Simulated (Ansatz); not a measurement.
# Phonons of Os (P6_3/mmc, 2 atoms in the cell) against volume, part 2 of 2

Wanted: Grüneisen parameters and pressure coefficients of the modes of Os (P6_3/mmc, 2 atoms in the cell).

Ansatz 0.2.0; DFT PBEsol, scalar-relativistic, plane waves, PAW; PAW set soft_1.

So far. Step 3 (Tight relaxation): The forces vanish by symmetry and the pressure is 0.000 GPa, within the tolerances set. The cell now holds 13.89 Å³/atom.

### Step 4. Modes at rest

The force constants come from the linear response of the density to a displacement.

The modes at rest are the reference of the series.

Input file input.yaml:

```yaml
crystal:
  lattice:
    - [2.7278821795, 0.0, 0.0]
    - [-1.3639410898, 2.362415266, 0.0]
    - [0.0, 0.0, 4.3111672227]
  atoms:
    - { symbol: Os, position: [0.3333333333, 0.6666666667, 0.25] }
    - { symbol: Os, position: [0.6666666667, 0.3333333333, 0.75] }
kpoints:
  mp_grid: { grid: [18, 18, 12] }
hamiltonian:
  xc: pbesol
  pseudopotentials: { kind: paw, azcp: { folder: soft_1 }, xc_functional: pbe }
scf:
  occupations: { method: methfessel_paxton, width: 0.2 }
output:
  eigenvalues: true
phonons:
  method: dfpt
```

The run is started by

```sh
ansatz run input.yaml --threads 4 --pin off --max-ram 10240MiB --backend cpu --events-out ev --progress --plain --runs-dir out
```

Numbers of over 12 decimals in the logs are rounded to 6 here.

Output:

```text
zone centre: on kpoints.mp_grid the ground state, and the responses unless they are solved on pairs of k-points, stand on 637 of the mesh's 3888 k-points, reduced under 4 symmetry operations, with k and −k counted as one. Each operation leaves every solved displacement unchanged or reverses it
[...]
Crystal: 2 atoms, lattice volume = 27.783 Å³
Basis set: ecut = 420 eV, 537 PW (Γ), exchange–correlation on 40×40×60 points (8 copies of the dense FFT grid, shifted against one another)
Bands: 20, of which v1, the nominal top of the filled ones, is band 16 counted from 1 (15 counted from 0)
Symmetry: 24 space group operations
k-points: 637 of 3888 (irreducible under 4 space group operations, time reversal used)
[...]
SCF iter   1: F=—  HF=-22505.016588 eV  |F-HF|=—  |Δ(HF+E_count)|=         —  Δρ=6.35e-2  dr2=9.52e-1  ethr=3.10e-3  ⟨swp⟩=5.0  Hψ=115689  notcnv=0  defer=52
automatic band count: the SCF goes on with 24 bands, as 20 were too few: they end inside the smearing window of the response
[...]
SCF iter   2: F=—  HF=-22504.771771 eV  |F-HF|=—  |Δ(HF+E_count)|=   2.45e-1  S|Δr|=    0.00e0  Δρ=3.75e-2  dr2=3.24e-1  ethr=2.98e-3  ⟨swp⟩=2.0  Hψ=23088  notcnv=0  defer=724
[...]
SCF iter   8: F=-22504.656562 eV  HF=-22504.656562 eV  |F-HF|=3.64e-12  |Δ(HF+E_count)|=  4.11e-10  S|Δr|=    0.00e0  Δρ=1.01e-7  dr2=1.73e-12  ethr=1.00e-12  ⟨swp⟩=8.9  Hψ=86067  notcnv=0
SCF 1 converged in 8 iterations: F = -22504.656562 eV  dr2 = 1.73e-12
[...]
DFPT response loops at Γ: preconditioner auto → Kerker (q_TF=auto, 2.793 Å⁻¹) (partly filled bands, converged f_vac=0.000); β = 1.00, the filter's whole step (`scf.mixing.beta` (0.50) is not read by the response loops under this deck's `scf.mixing.preconditioner`; to damp them name `kerker` or `kerker_dos`, under which they read `scf.mixing.beta`, and type it under 1.00, their step now; both keys bind the ground state too); Broyden in place of MSR1
SCF converged after 8 iterations
[...]
Free energy (F): -22504.656562 eV
[...]
Internal energy: -22504.656738 eV  (E = F + TS)
E sigma→0 (E₀):  -22504.656606 eV
Entropy (-TS):   0.000176 eV (0.088 meV/atom)
Fermi energy:    26.052882 eV
[...]
--- Band table (eV; the first three rows and the last of 637) ---
  k-point 0: bands = [... 12 lower, 23.2104, 23.8090, 23.8090, 24.4774, 24.4774, 26.0493, 27.7713, 27.7713, ... 4 higher]
  k-point 1: bands = [... 12 lower, 23.1582, 23.7498, 23.7498, 24.6154, 24.6154, 25.7535, 27.7854, 27.7854, ... 4 higher]
  k-point 2: bands = [... 12 lower, 23.0122, 23.5900, 23.5900, 24.9676, 24.9676, 25.0162, 27.8039, 27.8039, ... 4 higher]
  k-point 636: bands = [... 12 lower, 22.5841, 22.5841, 24.3931, 24.3931, 28.3666, 28.3666, 30.9518, 30.9518, ... 4 higher]
--- Phonons (Γ-DFPT): 2 representative perturbations + reference, on 637 of 3888 k-points (Σ response iterations 4) ---
  k mesh reduced under 4 symmetry operations, with k and −k counted as one. Each operation leaves every solved displacement unchanged or reverses it
  ASR residual: 1.415e-5 → 0.000e0 eV/Å²; symmetrization residual: 8.356e-10 eV/Å²
  ASR residual per site (eV/Å²): 1.42e-5 1.42e-5
  Γ frequencies (cm⁻¹): 0.00 0.00 0.00 166.33 166.33 225.25
  non-analytic LO–TO correction: not included (Born effective charges unavailable; polar crystals: no LO–TO splitting at Γ)
```

Run time: 8.9 s. Hardware: 4 threads of AMD EPYC 9B45 (Zen 5), shared host; peak memory 1.3 GiB.

In the SCF lines HF is the Harris–Foulkes energy and dr2 the Hartree energy of the density residual, in eV; the loop may stop once dr2 is under the threshold and the program's other checks hold. Hψ counts applications of the Hamiltonian.

Numbers from this step:

| Item | Value |
| --- | --- |
| sum-rule residual before enforcement | 1.42e-5 eV/Å² |
| point group | 6/mmm |
| highest optical mode at the zone centre (no LO-TO term) | 225.2 cm⁻¹ |
| lowest optical zone-centre mode | 166.3 cm⁻¹ |

Patterns of degenerate modes are one choice out of their space. Modes at Γ:

```tsv
mode	frequency (cm⁻¹)	symmetry
1	0.0	acoustic
2	0.0	acoustic
3	0.0	acoustic
4	166.3	E2g
5	166.3	E2g
6	225.2	B1g
```

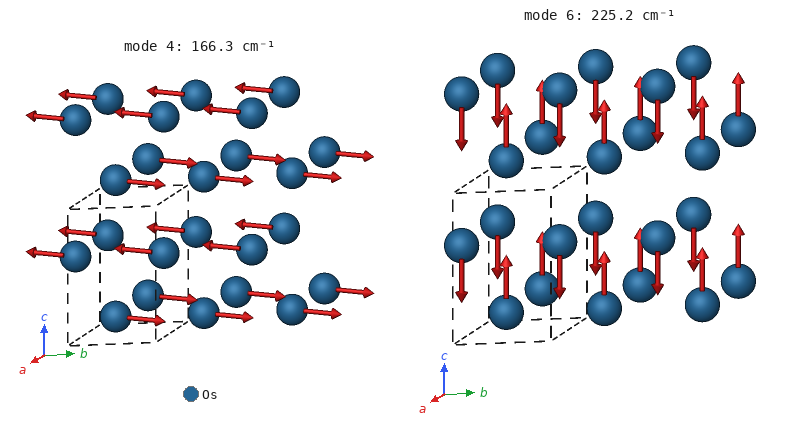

Displacement patterns of modes 4 and 6 at Γ; arrows are exaggerated. 2×3×2 cells are drawn.

Before it was imposed, the acoustic sum rule was missed by 1.4e-5 eV/Å². Small misses are needed for a sound result but don't prove that mesh and cutoff are converged. The lowest optical mode is real, 166 cm⁻¹.

### Step 5. Relaxation of a member: 1.06 times the volume at rest

The cell is set to 1.06 times the volume at rest, and shape and atoms relax at that volume.

input.yaml, the sections that differ from step 4:

```yaml
crystal:
  lattice:
    - [2.7832515717, 0.0, 0.0]
    - [-1.3916257859, 2.4103665662, 0.0]
    - [0.0, 0.0, 4.3898231594]
  atoms:
    - { symbol: Os, position: [0.3333333333, 0.6666666667, 0.25] }
    - { symbol: Os, position: [0.6666666667, 0.3333333333, 0.75] }
output:
  forces: true
  stress: true
  eigenvalues: true
relax:
  adjacent_minimum: "off"
  f_tol: 0.001
  max_steps: 60
  cell: { stress_tol: 0.01, fix: [volume] }
# kpoints, hamiltonian, scf: as in step 4
# phonons: removed
```

Output:

```text
[...]
Crystal: 2 atoms, lattice volume = 29.450 Å³
Basis set: ecut = 420 eV, 579 PW (Γ), exchange–correlation on 40×40×60 points (8 copies of the dense FFT grid, shifted against one another)
Bands: 20, of which v1, the nominal top of the filled ones, is band 16 counted from 1 (15 counted from 0)
Symmetry: 24 space group operations
[...]
k-points: 259 of 3888
[...]
k-point 258: bands = [... 12 lower, 21.0305, 21.0305, 23.0212, 23.0212, 25.7788, 25.7788, 32.1333, 32.1333]
--- Relaxed structure (3 steps of the walk, 2 accepted, 1 SCFs on fresh bases) ---
[...]
cell:  # Å, volume = 29.4498 Å³
    - [2.784242, 2.8877858032071e-11, 0]
    - [-1.392121, 2.411225, 0]
    - [0, 0, 4.386699]
  atoms:
    - { symbol: Os, position: [0.333333, 0.666667, 0.250000] }
    - { symbol: Os, position: [0.666667, 0.333333, 0.75] }
[key lines of the parts left out:]
SCF converged after 4 iterations
Free energy (F): -22504.535980 eV
Fermi energy:    24.277074 eV
P = ⅓ Tr σ = -21.9059 GPa (-219.059 kbar)
```

Run time: 2.8 s. Hardware: 4 threads; peak memory 0.49 GiB.

Little changed from the start: no atom moved by 0.005 Å and no cell edge by 0.1 %.

Numbers from this step:

- pressure: -21.91 GPa
- volume per atom: 14.72 Å³

The forces vanish by symmetry, at a pressure of -21.91 GPa.

### Step 6. Zone-centre modes of the member: 1.06 times the volume at rest

The zone-centre modes follow for 1.06 times the volume at rest.

input.yaml, the sections that differ from step 5:

```yaml
crystal:
  lattice:
    - [2.7842424431, 0.0, 0.0]
    - [-1.3921212216, 2.411224686, 0.0]
    - [0.0, 0.0, 4.386699167]
  atoms:
    - { symbol: Os, position: [0.3333333333, 0.6666666667, 0.25] }
    - { symbol: Os, position: [0.6666666667, 0.3333333333, 0.75] }
output:
  eigenvalues: true
phonons:
  method: dfpt
# kpoints, hamiltonian, scf: as in step 5
# relax: removed
```

Output:

```text
[...]
Crystal: 2 atoms, lattice volume = 29.450 Å³
Basis set: ecut = 420 eV, 579 PW (Γ), exchange–correlation on 40×40×60 points (8 copies of the dense FFT grid, shifted against one another)
Bands: 20, of which v1, the nominal top of the filled ones, is band 16 counted from 1 (15 counted from 0)
Symmetry: 24 space group operations
k-points: 637 of 3888 (irreducible under 4 space group operations, time reversal used)
[...]
SCF iter   1: F=—  HF=-22504.923381 eV  |F-HF|=—  |Δ(HF+E_count)|=         —  Δρ=6.26e-2  dr2=1.04e0  ethr=3.10e-3  ⟨swp⟩=5.0  Hψ=114445  notcnv=0  defer=41
[...]
SCF iter   8: F=-22504.535980 eV  HF=-22504.535980 eV  |F-HF|=7.28e-12  |Δ(HF+E_count)|=  5.17e-10  S|Δr|=    0.00e0  Δρ=1.13e-7  dr2=2.10e-12  ethr=1.00e-12  ⟨swp⟩=8.9  Hψ=85603  notcnv=0
SCF 1 converged in 8 iterations: F = -22504.535980 eV  dr2 = 2.10e-12
[...]
SCF converged after 8 iterations
[...]
Free energy (F): -22504.535980 eV
[...]
Internal energy: -22504.535847 eV  (E = F + TS)
E sigma→0 (E₀):  -22504.535947 eV
Entropy (-TS):   -0.000132 eV (-0.066 meV/atom)
Fermi energy:    24.277074 eV
[...]
--- Band table (eV; the first three rows and the last of 637) ---
  k-point 0: bands = [... 12 lower, 21.6992, 22.2186, 22.2186, 22.7999, 22.7999, 24.2940, 25.8510, 25.8510, ... 4 higher]
  k-point 1: bands = [... 12 lower, 21.6508, 22.1636, 22.1636, 22.9299, 22.9299, 24.0053, 25.8625, 25.8625, ... 4 higher]
  k-point 2: bands = [... 12 lower, 21.5148, 22.0151, 22.0151, 23.2588, 23.2588, 23.2937, 25.8757, 25.8757, ... 4 higher]
  k-point 636: bands = [... 12 lower, 21.0477, 21.0477, 22.7629, 22.7629, 26.3740, 26.3740, 28.7813, 28.7813, ... 4 higher]
[...]
ASR residual: 2.440e-5 → 0.000e0 eV/Å²; symmetrization residual: 7.944e-10 eV/Å²
  ASR residual per site (eV/Å²): 2.44e-5 2.44e-5
  Γ frequencies (cm⁻¹): 0.00 0.00 0.00 152.95 152.95 191.39
[...]
```

It took 9.3 s on 4 threads; peak memory 1.4 GiB; 33 s of CPU time.

This step gave:

| Item | Value |
| --- | --- |
| sum-rule residual before enforcement | 2.44e-5 eV/Å² |
| highest optical mode at the zone centre (no LO-TO term) | 191.4 cm⁻¹ |
| lowest optical zone-centre mode | 152.9 cm⁻¹ |

Patterns of degenerate modes are one choice out of their space. Modes at Γ:

```tsv
mode	frequency (cm⁻¹)	symmetry
1	0.0	acoustic
2	0.0	acoustic
3	0.0	acoustic
4	152.9	E2g
5	152.9	E2g
6	191.4	B1g
```

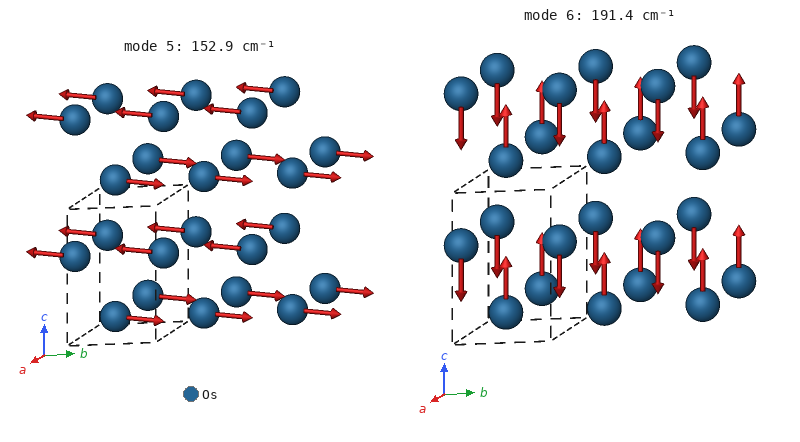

Displacement patterns of modes 5 and 6 at Γ; arrows are exaggerated. 2×3×2 cells are drawn.

The lowest optical mode is real, 153 cm⁻¹, and the highest lies at 191.4 cm⁻¹.

Between step 4 and this run (volume ratio 1.06) the value for the highest optical mode at the zone centre (no LO-TO term) moves from 225 cm⁻¹ to 191 cm⁻¹ (-15 %).

### Step 7. Relaxation of a member: 0.9 times the volume at rest

The cell is set to 0.9 times the volume at rest, and shape and atoms relax at that volume.

input.yaml, the sections that differ from step 6:

```yaml
crystal:
  lattice:
    - [2.6305765866, 0.0, 0.0]
    - [-1.3152882933, 2.2781461506, 0.0]
    - [0.0, 0.0, 4.1724072832]
  atoms:
    - { symbol: Os, position: [0.3333333333, 0.6666666667, 0.25] }
    - { symbol: Os, position: [0.6666666667, 0.3333333333, 0.75] }
output:
  forces: true
  stress: true
  eigenvalues: true
relax:
  adjacent_minimum: "off"
  f_tol: 0.001
  max_steps: 60
  cell: { stress_tol: 0.01, fix: [volume] }
# kpoints, hamiltonian, scf: as in step 6
# phonons: removed
```

Output:

```text
[...]
Crystal: 2 atoms, lattice volume = 25.005 Å³
Basis set: ecut = 420 eV, 511 PW (Γ), exchange–correlation on 36×36×60 points (8 copies of the dense FFT grid, shifted against one another)
Bands: 20, of which v1, the nominal top of the filled ones, is band 16 counted from 1 (15 counted from 0)
Symmetry: 24 space group operations
[...]
k-points: 259 of 3888
[...]
k-point 258: bands = [... 12 lower, 25.6285, 25.6285, 27.8521, 27.8521, 31.4603, 31.4603, 39.0460, 39.0460]
--- Relaxed structure (3 steps of the walk, 2 accepted, 1 SCFs on fresh bases) ---
[...]
cell:  # Å, volume = 25.0046 Å³
    - [2.629843, 0.0, 0.0]
    - [-1.314922, 2.277511, 0.0]
    - [0.0, 0.0, 4.174734]
  atoms:
    - { symbol: Os, position: [0.333333, 0.666667, 0.25] }
    - { symbol: Os, position: [0.666667, 0.333333, 0.750000] }
[key lines of the parts left out:]
SCF converged after 4 iterations
Free energy (F): -22504.198359 eV
Fermi energy:    29.510107 eV
P = ⅓ Tr σ = 58.3891 GPa (583.891 kbar)
```

It took 2.5 s on 4 threads; peak memory 0.48 GiB.

Little changed from the start: no atom moved by 0.005 Å and no cell edge by 0.1 %.

Numbers from this step:

```yaml
pressure: 58.39 GPa
volume_per_atom: 12.50 Å³
```

The forces vanish by symmetry, at a pressure of 58.39 GPa.

### Step 8. Zone-centre modes of the member: 0.9 times the volume at rest

The zone-centre modes follow for 0.9 times the volume at rest.

input.yaml, the sections that differ from step 7:

```yaml
crystal:
  lattice:
    - [2.629843427, 0.0, 0.0]
    - [-1.3149217135, 2.2775112157, 0.0]
    - [0.0, 0.0, 4.1747340125]
  atoms:
    - { symbol: Os, position: [0.3333333333, 0.6666666667, 0.25] }
    - { symbol: Os, position: [0.6666666667, 0.3333333333, 0.75] }
output:
  eigenvalues: true
phonons:
  method: dfpt
# kpoints, hamiltonian, scf: as in step 7
# relax: removed
```

Output:

```text
[...]
Crystal: 2 atoms, lattice volume = 25.005 Å³
Basis set: ecut = 420 eV, 511 PW (Γ), exchange–correlation on 36×36×60 points (8 copies of the dense FFT grid, shifted against one another)
Bands: 20, of which v1, the nominal top of the filled ones, is band 16 counted from 1 (15 counted from 0)
Symmetry: 24 space group operations
k-points: 637 of 3888 (irreducible under 4 space group operations, time reversal used)
[...]
k-point 2: bands = [... 12 lower, 25.9135, 26.6389, 26.6389, 28.2822, 28.2822, 28.4543, 31.5617, 31.5617, ... 4 higher]
  k-point 636: bands = [... 12 lower, 25.6002, 25.6002, 27.5512, 27.5512, 32.2607, 32.2607, 35.2220, 35.2220, ... 4 higher]
[...]
ASR residual: 6.700e-5 → 0.000e0 eV/Å²; symmetrization residual: 1.144e-12 eV/Å²
  ASR residual per site (eV/Å²): 6.70e-5 6.70e-5
  Γ frequencies (cm⁻¹): 0.00 0.00 0.00 191.81 191.81 288.81
[...]
[key lines of the parts left out:]
SCF converged after 8 iterations
Free energy (F): -22504.198359 eV
Fermi energy:    29.510107 eV
```

Elapsed: 8.2 s, on 4 threads; peak memory 1.3 GiB.

Numbers from this step:

```yaml
sum_rule_residual_before_enforcement: 6.70e-5 eV/Å²
highest_optical_mode_at_the_zone_centre_no_lo_to_term: 288.8 cm⁻¹
lowest_optical_zone_centre_mode: 191.8 cm⁻¹
```

Patterns of degenerate modes are one choice out of their space. Modes at Γ:

```tsv
mode	frequency (cm⁻¹)	symmetry
1	0.0	acoustic
2	0.0	acoustic
3	0.0	acoustic
4	191.8	E2g
5	191.8	E2g
6	288.8	B1g
```

The lowest optical mode is real, 192 cm⁻¹, and the highest lies at 288.8 cm⁻¹.

For the highest optical mode at the zone centre (no LO-TO term), step 4 gave 225 cm⁻¹; this run, with volume ratio 0.9, gives 289 cm⁻¹ (+28 %).

### Step 9. All members side by side

The members are set side by side, also those not shown above.

Each row is one cell with its response, relaxed at fixed volume as far as symmetry leaves anything free; energies are extrapolated to zero smearing, and E0 is that at rest; shape and atoms are relaxed in each cell where symmetry leaves them free; all runs use 18×18×12 k points and Methfessel-Paxton smearing of 0.2 eV. State of the crystal along the series:

```tsv
volume ratio	V (Å³/atom)	pressure (GPa)	E - E0 (meV/atom)	first cell vector (Å)	third cell vector (Å)
0.9	12.5	58.39	229.1	2.63	4.175
0.92	12.78	43.9	140.6	2.65	4.203
0.94	13.06	30.97	75.92	2.67	4.231
0.96	13.34	19.44	32.41	2.689	4.258
0.98	13.61	9.164	7.78	2.709	4.285
0.99	13.75	4.45	1.905	2.718	4.298
1	13.89	-3.14e-4	0	2.728	4.311
1.02	14.17	-8.166	7.229	2.747	4.337
1.04	14.45	-15.44	27.83	2.766	4.362
1.06	14.72	-21.91	60.33	2.784	4.387
```

Each mode is tracked from rest by its pattern, and modes that stay within 0.3 cm⁻¹ of each other stand once; shape and atoms are relaxed in each cell where symmetry leaves them free; all runs use 18×18×12 k points and Methfessel-Paxton smearing of 0.2 eV. Optical modes along the series:

```tsv
V (Å³/atom)	mode 4 E2g (cm⁻¹)	mode 6 B1g (cm⁻¹)
12.5	191.8	288.8
12.78	186.4	275.2
13.06	181.2	262.1
13.34	176.1	249.5
13.61	171.1	237.2
13.75	168.7	231.2
13.89	166.3	225.2
14.17	161.7	213.7
14.45	157.2	202.4
14.72	152.9	191.4
```

From cubic fits (parabolas where under five rows exist) of ln ω and P against ln V through the rows within about 4 % of rest: γ = −d ln ω / d ln V and dω/dP = γ ω / B. Slopes at rest:

```tsv
mode	fitted frequency at rest (cm⁻¹)	Grüneisen parameter γ	dω/dP (cm⁻¹/GPa)
mode 4 E2g	166.3	1.42	0.54
mode 6 B1g	225.3	2.61	1.36
```

### Step 10. Results

```yaml
members: 10
highest_optical_mode_at_the_zone_centre_no_lo_to_term_at_rest: 225.2 cm⁻¹
bulk_modulus_at_rest: 433 GPa
mode_4_e2g_gamma: 1.42
mode_6_b1g_gamma: 2.61
```

**Reading.** The series spans -21.9 to 58.4 GPa, and the slope at rest gives a bulk modulus of 433 GPa. Among the modes in the table of slopes γ runs from 1.42 (mode 4 E2g) to 2.61 (mode 6 B1g). One k mesh and one cutoff serve the ground states and modes of all volumes. These are harmonic frequencies at zero temperature: anharmonic shifts, linewidths and thermal expansion are left out. Spin-orbit coupling is left out, which can matter for the heavy elements here. With no gap, or one that is small against the smearing, the frequencies hang on the k mesh and the smearing, most of all near Kohn anomalies. The PAW files were made for PBE; the program adapts parts of them to the functional of the run, but their partial waves stay those of PBE, an approximation that was not tested in this session. Only the zone centre was solved, so an instability at another wavevector cannot show here.

[Logs are printed without paths, hosts, clocks, repeated set-up lines and the standing remarks that a program may print on its own settings, such as how far it seeks lower states.]

[Hosts, paths, dates, database ids (printed as entryN), source tags and the programs' standing remarks are cut or masked in the printed files.]
